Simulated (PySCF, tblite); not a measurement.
# C₂H₅BS₂: dynamics, then NMR shifts and electronic excitations on frames, part 2 of 2

tblite 0.8.0 and PySCF 2.14.0. Atoms count from 0.

### 9 NMR shieldings: 800 fs, PBE0/pcSseg-1

The job: settings as JSON, then the geometry in Å.

```
{"job": {"kind": "nmr", "xc": "PBE0", "basis": "pcSseg-1", "pop": false}, "charge": 0, "multiplicity": 1}
B      1.161700     0.068700    -0.486500
S     -0.281300    -0.905900    -0.730300
C     -1.054200    -0.737200     0.818300
C     -0.616100     0.561400     1.449300
S      1.075200     1.021100     1.069300
H      2.051300     0.160100    -1.291500
H     -0.773200    -1.646200     1.354900
H     -2.130100    -0.749000     0.685800
H     -1.226900     1.388900     1.141100
H     -0.759000     0.587900     2.531100
```

With the program's defaults for keys left out, this is: GIAO PBE0/pcSseg-1 NMR shielding, non-relativistic, gas phase.

Output:

```text
coarse grid: 9608 points
cycle   1  E = -899.9999062393  dE =  7.153e-01  |g| = 1.825e-01  |ddm| = 2.997e+00
cycle   2  E = -900.0075786224  dE = -7.672e-03  |g| = 1.222e-01  |ddm| = 4.994e-01
cycle   3  E = -900.0116598356  dE = -4.081e-03  |g| = 2.785e-02  |ddm| = 1.935e-01
cycle   4  E = -900.0118028583  dE = -1.430e-04  |g| = 1.090e-02  |ddm| = 3.604e-02
cycle   5  E = -900.0118323938  dE = -2.954e-05  |g| = 3.496e-03  |ddm| = 1.557e-02
cycle   6  E = -900.0118350736  dE = -2.680e-06  |g| = 7.377e-04  |ddm| = 3.718e-03
final grid: 83976 points
cycle   7  E = -900.0448968562  dE = -2.144e-05  |g| = 8.414e-03  |ddm| = 2.479e-02
cycle   8  E = -900.0448840586  dE =  1.280e-05  |g| = 1.094e-02  |ddm| = 1.708e-02
cycle   9  E = -900.0449142720  dE = -3.021e-05  |g| = 5.817e-04  |ddm| = 1.021e-02
cycle  10  E = -900.0449143510  dE = -7.897e-08  |g| = 1.393e-04  |ddm| = 7.582e-04
cycle  11  E = -900.0449143555  dE = -4.502e-09  |g| = 5.297e-05  |ddm| = 1.883e-04
cycle  12  E = -900.0449143562  dE = -7.615e-10  |g| = 1.709e-05  |ddm| = 7.139e-05
converged SCF energy = -900.0449143562

GIAO shielding tensors (ppm)
atom      isotropic    diamagn.    paramagn.     s11        s22        s33       span
  0 B       40.266     195.468    -155.202     -4.288     18.960    106.127    110.415
  1 S      437.619    1057.856    -620.238    266.145    458.564    588.147    322.002
  2 C      154.077     251.659     -97.582    115.995    171.963    174.271     58.276
  3 C      152.147     249.526     -97.380    105.588    171.817    179.035     73.447
  4 S      437.325    1056.575    -619.250    275.040    446.769    590.167    315.127
  5 H       24.530      27.504      -2.974     24.279     24.486     24.824      0.546
  6 H       28.517      29.978      -1.460     21.745     27.076     36.732     14.987
  7 H       28.636      30.221      -1.585     22.780     26.829     36.301     13.521
  8 H       29.151      31.136      -1.985     22.354     27.902     37.198     14.844
  9 H       28.552      28.987      -0.434     22.345     26.892     36.420     14.075
```

Run time: 11 s. Hardware: 1 thread of Intel Xeon Platinum 8259CL at 2.50GHz, shared host; peak memory 0.6 GiB.

In short: δ C3 34.8, C2 32.8, B0 59.8, S4 66, H5 7.19, H6 3.20 ppm.

### 10 TDDFT and polarisability: 800 fs, PBE0/def2-SVPD

The job, as its differences from that of step 9:

```diff
@@ -1,2 +1,2 @@
-{"job": {"kind": "nmr", "xc": "PBE0", "basis": "pcSseg-1", "pop": false}, "charge": 0, "multiplicity": 1}
+{"job": {"kind": "uv", "xc": "PBE0", "basis": "def2-SVPD", "nstates": 5, "ntriplets": 0}, "charge": 0, "multiplicity": 1}
 B      1.161700     0.068700    -0.486500
```

Method: TDDFT PBE0/def2-SVPD, vertical, gas phase, core orbitals frozen in the response.

Output:

```text
coarse grid: 9608 points
cycle   1  E = -899.6897820829  dE =  6.751e-01  |g| = 1.746e-01  |ddm| = 4.179e+00
cycle   2  E = -899.6962520840  dE = -6.470e-03  |g| = 1.307e-01  |ddm| = 7.246e-01
cycle   3  E = -899.7013367745  dE = -5.085e-03  |g| = 3.071e-02  |ddm| = 2.720e-01
cycle   4  E = -899.7015544386  dE = -2.177e-04  |g| = 1.404e-02  |ddm| = 8.197e-02
cycle   5  E = -899.7016123356  dE = -5.790e-05  |g| = 3.000e-03  |ddm| = 2.752e-02
cycle   6  E = -899.7016149237  dE = -2.588e-06  |g| = 5.921e-04  |ddm| = 6.185e-03
final grid: 83976 points
cycle   7  E = -899.7886437849  dE = -1.896e-05  |g| = 8.773e-03  |ddm| = 6.770e-02
cycle   8  E = -899.7886279752  dE =  1.581e-05  |g| = 1.161e-02  |ddm| = 2.738e-02
cycle   9  E = -899.7886639102  dE = -3.593e-05  |g| = 7.910e-04  |ddm| = 1.672e-02
cycle  10  E = -899.7886640814  dE = -1.713e-07  |g| = 1.622e-04  |ddm| = 1.799e-03
cycle  11  E = -899.7886640885  dE = -7.093e-09  |g| = 6.388e-05  |ddm| = 3.615e-04
cycle  12  E = -899.7886640897  dE = -1.194e-09  |g| = 1.987e-05  |ddm| = 1.343e-04
cycle  13  E = -899.7886640899  dE = -1.301e-10  |g| = 3.062e-06  |ddm| = 4.134e-05
converged SCF energy = -899.7886640899

Static polarisability (au): isotropic 74.340, principal 57.212 79.986 85.824

Singlet excitations
state   eV       nm        f      main configurations
  1   5.0286    246.6   0.10099   H->L 0.97
  2   5.6966    217.6   0.00263   H->L+1 0.88
  3   6.2215    199.3   0.00200   H-2->L 0.58, H-1->L 0.40
  4   6.2612    198.0   0.00233   H->L+2 0.85, H->L+1 0.09
  5   6.6354    186.9   0.00683   H->L+3 0.84
```

Wall time 15 s (1 thread of Intel Xeon Platinum 8259CL at 2.50GHz, shared host); peak memory 0.71 GiB.

This run: HOMO -6.81 eV, LUMO -0.82 eV; lowest singlet 5.03 eV.

### 11 NMR shieldings: 1000 fs, PBE0/pcSseg-1

The job: settings as JSON, then the geometry in Å.

```
{"job": {"kind": "nmr", "xc": "PBE0", "basis": "pcSseg-1", "pop": false}, "charge": 0, "multiplicity": 1}
B      0.561700     0.625400    -0.279800
S     -0.459600    -0.723900    -0.774200
C     -1.509200    -0.640800     0.754300
C     -1.419900     0.669400     1.537100
S      0.146800     1.546900     1.151200
H      1.519800     1.001500    -0.989800
H     -1.232800    -1.485800     1.378900
H     -2.505600    -0.781100     0.419900
H     -2.192300     1.349000     1.242500
H     -1.328200     0.487500     2.614200
```

Method: GIAO PBE0/pcSseg-1 NMR shielding, non-relativistic, gas phase.

Output:

```text
coarse grid: 9608 points
cycle   1  E = -900.0009020320  dE =  5.947e-01  |g| = 1.793e-01  |ddm| = 2.966e+00
cycle   2  E = -900.0074549483  dE = -6.553e-03  |g| = 1.280e-01  |ddm| = 5.014e-01
cycle   3  E = -900.0122649865  dE = -4.810e-03  |g| = 4.116e-02  |ddm| = 2.227e-01
cycle   4  E = -900.0126943388  dE = -4.294e-04  |g| = 1.659e-02  |ddm| = 5.465e-02
cycle   5  E = -900.0127693951  dE = -7.506e-05  |g| = 2.950e-03  |ddm| = 1.795e-02
cycle   6  E = -900.0127713194  dE = -1.924e-06  |g| = 1.319e-03  |ddm| = 4.686e-03
final grid: 83976 points
cycle   7  E = -900.0459588396  dE = -1.455e-05  |g| = 1.028e-02  |ddm| = 2.664e-02
cycle   8  E = -900.0459313230  dE =  2.752e-05  |g| = 1.450e-02  |ddm| = 2.184e-02
cycle   9  E = -900.0459850927  dE = -5.377e-05  |g| = 6.793e-04  |ddm| = 1.356e-02
cycle  10  E = -900.0459852030  dE = -1.103e-07  |g| = 2.020e-04  |ddm| = 9.583e-04
cycle  11  E = -900.0459852145  dE = -1.150e-08  |g| = 5.993e-05  |ddm| = 2.521e-04
cycle  12  E = -900.0459852156  dE = -1.053e-09  |g| = 1.385e-05  |ddm| = 7.134e-05
cycle  13  E = -900.0459852156  dE = -5.775e-11  |g| = 1.692e-06  |ddm| = 1.940e-05
converged SCF energy = -900.0459852156

GIAO shielding tensors (ppm)
atom      isotropic    diamagn.    paramagn.     s11        s22        s33       span
  0 B       43.760     194.729    -150.968     -2.925     24.593    109.612    112.537
  1 S      416.887    1057.474    -640.587    312.087    332.462    606.111    294.024
  2 C      145.402     249.977    -104.575     88.334    167.924    179.948     91.613
  3 C      146.891     252.194    -105.302     98.267    166.349    176.058     77.791
  4 S      405.043    1057.797    -652.754    297.323    306.926    610.880    313.557
  5 H       24.595      26.956      -2.361     23.892     24.031     25.862      1.969
  6 H       28.580      30.477      -1.897     21.714     27.817     36.208     14.494
  7 H       28.872      30.650      -1.778     22.375     28.099     36.142     13.767
  8 H       28.705      30.266      -1.561     22.131     27.882     36.101     13.970
  9 H       27.772      29.246      -1.474     21.656     26.677     34.982     13.326
```

Wall time 11 s (1 thread of Intel Xeon Platinum 8259CL at 2.50GHz, shared host); peak memory 0.6 GiB.

In short: δ C2 41.5, C3 40.0, B0 56.3, S4 99, H5 7.12, H9 3.95 ppm.

### 12 Ultraviolet spectrum: 1000 fs, PBE0/def2-SVPD

The job, as its differences from that of step 11:

```diff
@@ -1,2 +1,2 @@
-{"job": {"kind": "nmr", "xc": "PBE0", "basis": "pcSseg-1", "pop": false}, "charge": 0, "multiplicity": 1}
+{"job": {"kind": "uv", "xc": "PBE0", "basis": "def2-SVPD", "nstates": 5, "ntriplets": 0}, "charge": 0, "multiplicity": 1}
 B      0.561700     0.625400    -0.279800
```

Level: TDDFT PBE0/def2-SVPD, vertical, gas phase, core orbitals frozen in the response.

Output:

```text
coarse grid: 9608 points
cycle   1  E = -899.6904924247  dE =  5.551e-01  |g| = 1.735e-01  |ddm| = 4.196e+00
cycle   2  E = -899.6952171602  dE = -4.725e-03  |g| = 1.448e-01  |ddm| = 7.379e-01
cycle   3  E = -899.7019252194  dE = -6.708e-03  |g| = 4.310e-02  |ddm| = 3.248e-01
cycle   4  E = -899.7024496011  dE = -5.244e-04  |g| = 1.535e-02  |ddm| = 9.093e-02
cycle   5  E = -899.7025168051  dE = -6.720e-05  |g| = 3.216e-03  |ddm| = 2.816e-02
cycle   6  E = -899.7025196301  dE = -2.825e-06  |g| = 1.118e-03  |ddm| = 9.557e-03
final grid: 83976 points
cycle   7  E = -899.7895352326  dE = -1.406e-05  |g| = 1.004e-02  |ddm| = 7.230e-02
cycle   8  E = -899.7895057231  dE =  2.951e-05  |g| = 1.436e-02  |ddm| = 3.372e-02
cycle   9  E = -899.7895620994  dE = -5.638e-05  |g| = 7.905e-04  |ddm| = 2.196e-02
cycle  10  E = -899.7895622743  dE = -1.749e-07  |g| = 1.916e-04  |ddm| = 1.919e-03
cycle  11  E = -899.7895622848  dE = -1.044e-08  |g| = 6.912e-05  |ddm| = 4.138e-04
cycle  12  E = -899.7895622862  dE = -1.447e-09  |g| = 1.733e-05  |ddm| = 1.527e-04
cycle  13  E = -899.7895622863  dE = -1.019e-10  |g| = 2.301e-06  |ddm| = 3.643e-05
converged SCF energy = -899.7895622863

Static polarisability (au): isotropic 75.125, principal 56.723 81.731 86.922

Singlet excitations
state   eV       nm        f      main configurations
  1   5.3490    231.8   0.12124   H->L 0.93
  2   5.4079    229.3   0.00458   H->L+1 0.90
  3   6.1243    202.4   0.00163   H->L+2 0.93
  4   6.4814    191.3   0.00288   H->L+3 0.83, H-1->L+1 0.10
  5   6.6167    187.4   0.00131   H-2->L 0.59, H-1->L 0.39
```

Run time: 14 s. Hardware: 1 thread of Intel Xeon Platinum 8259CL at 2.50GHz, shared host; peak memory 0.71 GiB.

This run: HOMO -6.94 eV, LUMO -0.64 eV; lowest singlet 5.35 eV.

### 13 Run by run: NMR shifts

Shifts (ppm) of some atoms, chosen among heavy atoms and hydrogens apart, with basis size and wall time:

| frame | C3 | C2 | H9 | H6 | B0 | S1 | S4 | functions | time |
| --- | --- | --- | --- | --- | --- | --- | --- | --- | --- |
| 250 fs | 48.8 | 39.6 | 3.25 | 1.94 | 60.7 | 69 | 63 | 124 | 11 s |
| 425 fs | 38.1 | 52.9 | 2.62 | 3.50 | 57.1 | 119 | 105 | 124 | 10 s |
| 625 fs | 42.1 | 47.8 | 3.83 | 3.23 | 63.1 | 115 | 119 | 124 | 11 s |
| 800 fs | 34.8 | 32.8 | 3.16 | 3.20 | 59.8 | 66 | 66 | 124 | 11 s |
| 1000 fs | 40.0 | 41.5 | 3.95 | 3.14 | 56.3 | 87 | 99 | 124 | 11 s |

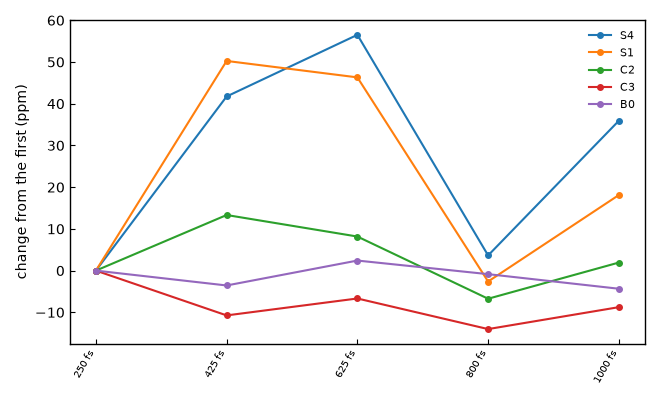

How five of the tabulated atoms move from run to run.

### 14 Run by run: electronic excitations

Excitations and ground-state properties, with basis size and wall time:

| frame | lowest singlet (eV) | brightest (eV) | f | gap (eV) | α (Å³) | μ (D) | functions | time |
| --- | --- | --- | --- | --- | --- | --- | --- | --- |
| 250 fs | 5.17 | 5.17 | 0.099 | 6.19 | 10.98 | 2.24 | 154 | 15 s |
| 425 fs | 5.36 | 5.36 | 0.105 | 6.37 | 11.13 | 2.44 | 154 | 14 s |
| 625 fs | 5.01 | 5.01 | 0.097 | 5.98 | 11.26 | 2.32 | 154 | 14 s |
| 800 fs | 5.03 | 5.03 | 0.101 | 5.99 | 11.02 | 2.38 | 154 | 15 s |
| 1000 fs | 5.35 | 5.35 | 0.121 | 6.30 | 11.13 | 2.59 | 154 | 14 s |

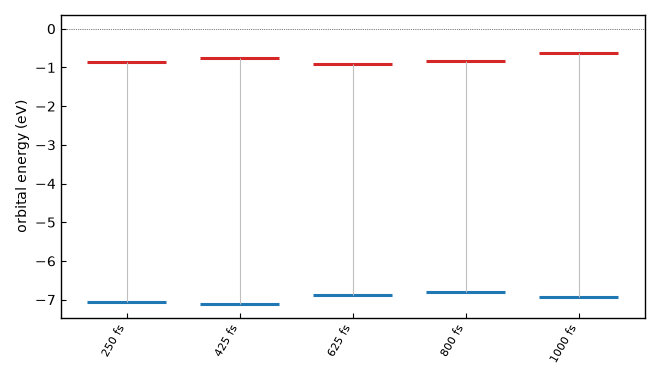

HOMO (blue) and LUMO (red) run by run.

### 15 Summary of results

The summary covers parts 1 to 2.

| quantity | value |
| --- | --- |
| thermostat | 300 K |
| mean temperature, second half | 276 K |
| mean potential energy above the minimum | 0.30 eV |
| ¹³C shifts against TMS (PBE0/pcSseg-1, 250 fs) | 48.8, 39.6 ppm |
| ¹H shifts against TMS (PBE0/pcSseg-1, 250 fs) | 6.51, 3.44, 3.25, 3.04, 1.94 ppm |
| ¹¹B shifts against BF3·OEt2 (PBE0/pcSseg-1, 250 fs) | 60.7 ppm |
| ³³S shifts against CS2 (PBE0/pcSseg-1, 250 fs) | 69, 63 ppm |
| lowest singlet (PBE0/def2-SVPD, 250 fs) | 5.17 eV (240 nm), f = 0.099 |
| range of the shift of S4 | 63 to 119 ppm |
| range of the lowest singlet | 5.01 to 5.36 eV |

In the second half the potential energy averages 0.30 eV above the minimum; equipartition over 24 harmonic modes at 300 K would give 0.31 eV. With 10 atoms the temperature swings widely (130 to 467 K). Shifts at one fixed geometry are not the observed spectrum, which averages over the motion. In the first frame run (250 fs): The lowest singlet, at 5.17 eV, is HOMO→LUMO 0.96 and is bright. In ppm, S4 moves most: its shift spreads over 57 ppm, from 63 (250 fs) to 119 (625 fs). The lowest singlet runs from 5.01 eV (625 fs) to 5.36 eV (425 fs), while the orbital gap spans 5.98 to 6.37 eV. The lowest state need not be the same one in every run.
